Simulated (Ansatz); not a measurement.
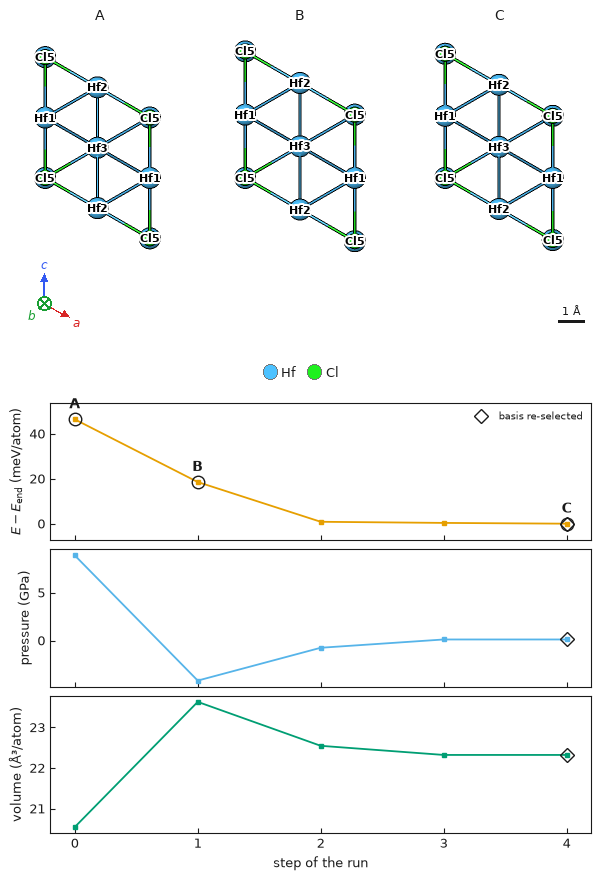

Frames of a relaxation of a crystal of Hf4Cl (a generated structure, set up in Im-3m) (coarse preliminary run), marked on the history of the run. Style: ball-and-stick. Shown: the cell of the calculation, along the b axis.

The calculation used DFT PBE, scalar-relativistic, plane waves, PAW in Ansatz. Settings: plane-wave cutoff 420 eV; k-point mesh 4 × 4 × 4; occupations gaussian; smearing width 0.1 eV; no spin polarisation; cell and atoms relaxed; force threshold 0.04 eV/Å; at most 70 steps.

### Describe the path.

The atoms keep their places relative to the cell (all moves are under 0.005 Å). Cell: a = b = c 5.110 → 5.253 Å (+2.8 %). Volume +8.6 %. Some distances before and after: Hf–Hf 2.950 → 3.033 Å, Cl–Hf 2.555 → 2.627 Å. The space group stays Im-3m (No. 229). Over 3 accepted moves (4 points after the start) the energy falls by 46.4 meV per atom. All forces vanish by symmetry, so only the cell relaxes. Pressure: 8.89 GPa at the start and 0.11 GPa at the end. At 1 point the geometry stayed and the basis and grid were re-selected for the new cell (energy shift of 0.3 meV per atom at most each time). From step 0 to 1: volume +15.0 %, energy −27.9 meV per atom. From step 1 to 4: volume −5.5 %, energy −18.5 meV per atom.
